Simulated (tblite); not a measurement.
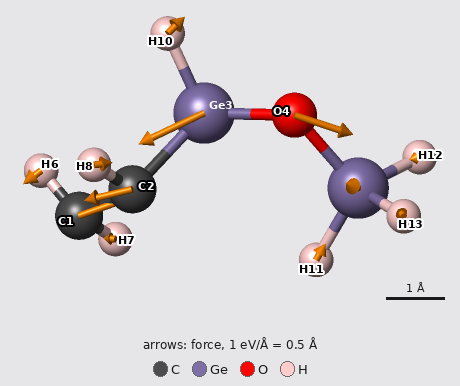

Starting geometry of C₂H₈Ge₂O (charge −1, multiplicity 2) with the computed forces as orange arrows. Style: ball-and-stick. Shown at a tilt.

Theory: tblite 0.8.0, GFN2-xTB geometry optimisation, gas phase. 

**Is this structure relaxed? If not, where do the atoms go?**

It isn't relaxed: the largest force vector, on a Ge atom, is 2.55 eV/Å. The final displacements have little in common with the starting forces (cosine between the two patterns 0.09). The atom that moves furthest after the best rigid fit is an H atom (1.92 Å). By element the largest moves are H 1.92 Å, O 1.16 Å, C 0.95 Å, Ge 0.83 Å. Some distances before and after: Ge–H 1.552 → 1.949 Å, Ge–O 1.781 → 2.141 Å, C–C 1.510 → 1.318 Å, Ge–O 1.772 → 1.647 Å. Among the angles between lasting bonds that change: Ge–O–Ge 114.5° → 147.6°, O–Ge–H 112.2° → 89.8°, C–C–Ge 111.3° → 128.0°. Groups turn about Ge–O by about 115°. Over 225 geometry steps the energy falls by 213.6 kJ/mol.
